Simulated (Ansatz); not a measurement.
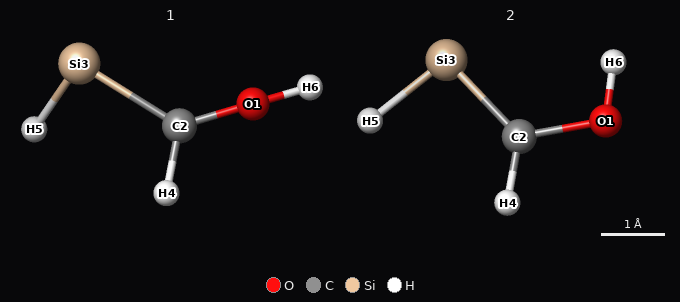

Two geometries of CH₃OSi (charge −1), drawn at one scale. One is the start of a relaxation, the other its converged end. Style: ball-and-stick. Shown at a tilt.

The calculation used Ansatz, RKS PBE-D4/def2-SVPD. (force threshold 0.03 eV/Å; at most 250 steps)

Question: Which of the two is the end point?

Answer: Structure 2 is the relaxed one. It is one of the separated reactants of a reaction. The largest move after the best rigid fit is that of H6, 0.71 Å. By element the largest moves are H 0.71 Å, Si 0.63 Å, O 0.36 Å, C 0.19 Å. Near-neighbour distances that change, for instance: O1–C2 1.227 → 1.421 Å, C2–Si3 1.900 → 1.793 Å, Si3–H5 1.528 → 1.561 Å, C2–H4 1.136 → 1.108 Å. Bond angles that change, for instance: C2–O1–H6 167.4° → 104.8°, Si3–C2–H4 111.8° → 128.3°, O1–C2–H4 116.3° → 107.5°. Groups turn about C2–Si3 by about 40°. Over 12 geometry steps the energy falls by 60.3 kcal/mol. Largest force component: 5.9 eV/Å at the start, 0.0047 eV/Å at the end.
